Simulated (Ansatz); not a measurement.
# VO2 (rutile), energy against volume

VO2 (rutile)

```xyz
6
Lattice="4.5836 0.0000 0.0000 0.0000 4.5836 0.0000 0.0000 0.0000 2.8386" Properties=species:S:1:pos:R:3 pbc="T T T"
V      0.0000     0.0000     0.0000
V      2.2918     2.2918     1.4193
O      1.3752     1.3752     0.0000
O      3.6670     0.9166     1.4193
O      0.9166     3.6670     1.4193
O      3.2084     3.2084     0.0000
```

This relaxed cell (volume V₀) is scaled evenly in all directions, its shape held. The atoms relax within the cell's symmetry.

These are PBE (plane waves to 420 eV, PAW, scalar-relativistic; Ansatz, an electronic-structure program) values and carry that method's errors. k mesh 10×10×16 (Γ-centred), Fermi-Dirac smearing 0.05 eV. E stands for the smeared free energy. Compression counts positive. With the shape held, the modulus is that of even scaling; a crystal free to change shape is softer. Relaxed VO2 ends ferromagnetic. This is a high-temperature form of VO2. VO2 is run spin-polarised and with no Hubbard U. VO2 was relaxed with its symmetry unable to fall. Other magnetic orders were not checked, so this need not be the ground state. ΔE is measured from the relaxed starting cell.

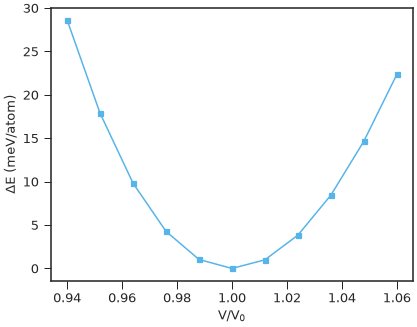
Fig. 1. ΔE (meV/atom) against V/V₀; markers are the computed points, lines only join them.

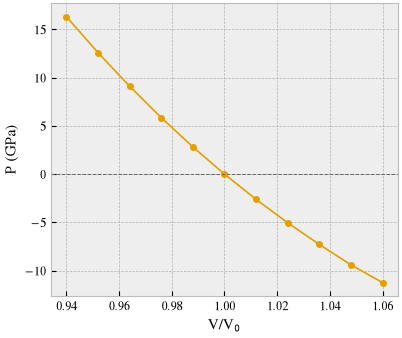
Figure: P (GPa) against V/V₀; one marker a computed point.

The pressure at the smallest volume comes out as 16.3 GPa and the equilibrium volume of the fit comes out as 9.94 Å³/atom. The bulk modulus at fixed cell shape B₀ (third-order Birch-Murnaghan fit) comes out as 226 GPa and the energy cost of the largest compression comes out as 29 meV/atom. The pressure for 5 % compression (fit) is 13.2 GPa.

P = (3B₀/2)(x⁷ − x⁵)[1 + ¾(B₀′ − 4)(x² − 1)] with x = (1/0.95)^(1/3), B₀ = 226 GPa and B₀′ = 5.10.

(Under strain, the slope of the energy per volume gives the stress and its curvature an elastic modulus.)
